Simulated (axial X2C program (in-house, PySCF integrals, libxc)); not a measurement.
# Linear NGeN⁺ at several levels

Aim: the two bond lengths and stretching wavenumbers of linear NGeN⁺, with and without spin–orbit coupling, at PBE0, LDA.

Computed with an in-house X2C program for linear molecules on PySCF integrals. Level: all-electron X2C, two-component (2c) or spin-free, N dyall-av3z, Ge dyall-v3z.

All values are calculated.

2 further runs of the same task are left out: 2 set aside as unsound or not needed.

## Step 1: Set-up

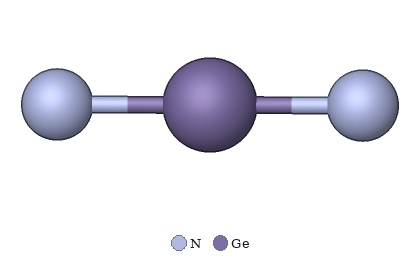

The atoms on one line, bonds 1.710 and 1.710 Å (nitrogen light blue, germanium purple).

task.json reads:

```json
{
 "zs": [
  7,
  32,
  7
 ],
 "q": 1,
 "bas": [
  "dyall-av3z",
  "dyall-v3z",
  "dyall-av3z"
 ],
 "r0": [
  1.71,
  1.71
 ],
 "symm": 1,
 "scan": [
  "PBE0",
  "HF",
  "LDA"
 ],
 "levels": [
  "PBE0",
  "HF",
  "r2SCAN"
 ],
 "nst": 2
}
```

Keys: zs atomic numbers; q charge; bas basis sets; r0 starting distance in Å; symm equal bonds; scan levels of the two-bond scan; levels methods; nst determinants followed.

Started as:

```bash
$ python solin.py task.json out
```

Masses N 14.003, Ge 73.921, N 14.003 u.

## Step 2: Scan at PBE0, 2c

State: Ω = 5/2 (beyond evenly filled blocks: ω = -1/2, 2 × ω = 3/2). Energies above the lowest point, from the job's result record:

```tsv
r(N–Ge) (Å)	r(Ge–N) (Å)	E (meV)
1.7452	1.7452	43.50
1.7452	1.7900	15.82
1.7452	1.8347	21.64
1.7900	1.7452	15.82
1.7900	1.7900	0.00
1.7900	1.8347	16.91
1.7900	1.8795	57.99
1.8347	1.7452	21.64
1.8347	1.7900	16.91
1.8347	1.8347	44.52
1.8795	1.7900	57.99
1.8795	1.8795	156.39
```

A quadratic surface with cubic terms in each bond gives the minimum at 1.788 and 1.788 Å, force constants 2.63, 2.63 and coupling 0.85 mdyn/Å.

## Step 3: Scan at LDA, 2c

State: Ω = 5/2 (beyond evenly filled blocks: ω = -1/2, 2 × ω = 3/2). Energies above the lowest point, from the job's result record:

```tsv
r(N–Ge) (Å)	r(Ge–N) (Å)	E (meV)
1.7452	1.7452	33.27
1.7452	1.7900	12.53
1.7452	1.8347	28.06
1.7900	1.7452	12.53
1.7900	1.7900	0.00
1.7900	1.8347	23.50
1.7900	1.8795	73.71
1.8347	1.7452	28.06
1.8347	1.7900	23.50
1.8347	1.8347	54.84
1.8795	1.7900	73.71
1.8795	1.8795	178.01
```

A quadratic surface with cubic terms in each bond gives the minimum at 1.783 and 1.783 Å, force constants 3, 3 and coupling 0.62 mdyn/Å.

## Step 4: Scan at PBE0, spin-free

State: M_S = 3/2, Λ = 1 (beyond evenly filled blocks: 2 × π+α, π+β, 2 × π-α). Energies above the lowest point, from the job's result record:

```tsv
r(N–Ge) (Å)	r(Ge–N) (Å)	E (meV)
1.7452	1.7452	42.88
1.7452	1.7900	15.33
1.7452	1.8347	20.95
1.7900	1.7452	15.33
1.7900	1.7900	0.00
1.7900	1.8347	17.08
1.7900	1.8795	58.01
1.8347	1.7452	20.95
1.8347	1.7900	17.08
1.8347	1.8347	45.25
1.8795	1.7900	58.01
1.8795	1.8795	157.94
```

A quadratic surface with cubic terms in each bond gives the minimum at 1.788 and 1.788 Å, force constants 2.61, 2.61 and coupling 0.88 mdyn/Å.

## Step 5: The levels side by side

| level | r(N–Ge) (Å) | r(Ge–N) (Å) | lower stretch (cm⁻¹) | upper stretch (cm⁻¹) |
| --- | --- | --- | --- | --- |
| PBE0, 2c | 1.788 | 1.788 | 545.1 | 649.0 |
| LDA, 2c | 1.783 | 1.783 | 629.4 | 662.4 |
| PBE0, spin-free | 1.788 | 1.788 | 537.4 | 650.0 |
| LDA, spin-free | 1.783 | 1.783 | 628.4 | 662.7 |

Scans not shown above were run alike.

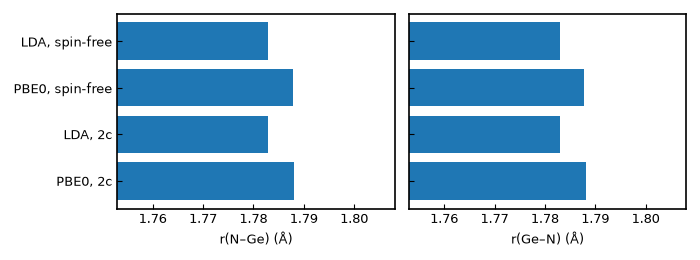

The two bond lengths by level.

What this shows: Over the levels the N–Ge bond spans 1.783 to 1.788 Å and the Ge–N bond 1.783 to 1.788 Å. At PBE0 spin–orbit coupling leaves both bonds unchanged to 0.001 Å. Each state is one determinant, the lowest of a limited PBE0 search; the stretches come from a fit to few points and are good to some per cent at best. The stretches are sorted by size, and where the two bonds are alike the symmetric and antisymmetric modes can swap order between levels. The molecule was held linear; bending was not examined, so a bent shape may lie lower. Note: functional without a current term on a determinant with orbital currents, of the molecule or an atom. Note: several unpaired electrons, one determinant need not be a pure state.
